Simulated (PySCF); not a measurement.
```xyz
8

N    -1.809    2.349   -0.053
C    -1.061    1.480    0.128
Si    0.065    0.100    0.609
N    -0.480   -1.345   -0.135
C     1.762    0.486   -0.005
N     2.871    0.696   -0.275
H    -1.463   -1.597   -0.112
H     0.123   -2.160   -0.183
```

**Where will the first 6 clear peaks of this molecule's radial distribution curve from gas electron diffraction lie, and which pairs make them?**

Peak 1, 1.16 Å: N–H 1.02 Å (×2), N–C 1.16 Å (×2), not resolved
Peak 2, 1.83 Å: Si–N 1.71 Å, Si–C 1.84 Å (×2), not resolved
Peak 3, 2.40 Å: Si···H 2.39–2.40 Å (×2)
Peak 4, 2.98 Å: N···C 2.90 Å (×2), C···C 3.00 Å, Si···N 3.00 Å (×2), not resolved
Peak 5, 3.96 Å: N···N 3.93 Å (×2), N···C 4.03 Å (×2), not resolved
Peak 6, 4.96 Å: N···H 4.91 Å (×2), N···N 4.97 Å, not resolved

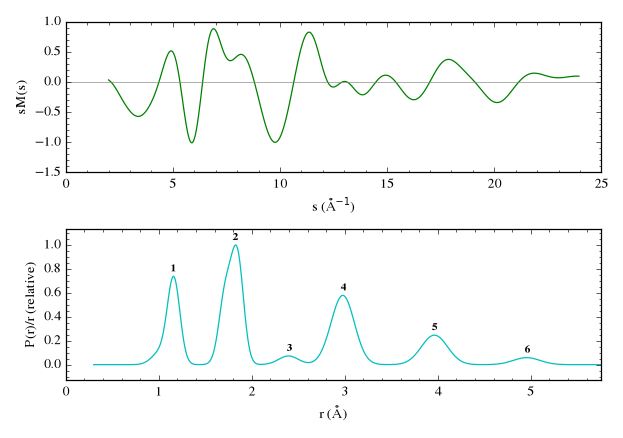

Simulated gas electron diffraction: reduced molecular intensity sM(s) from the Debye equation in the first Born approximation (top) and the radial distribution curve (bottom) of C2H2N3Si (spin multiplicity 2). Each pair of atoms contributes with weight ZᵢZⱼ/r; damping constant 0.001 Å²; vibrational amplitudes assumed, not computed: 0.05 Å for bonds, 0.078 Å for bonds to H, 0.06 + 0.015 r up to 0.15 Å for other pairs. The geometry is the end point of an optimisation (PBE0-D3(BJ)/def2-SVP geometry optimisation, gas phase (PySCF 2.14.0, density-fitted response routines)); it may be a saddle point or a higher isomer.
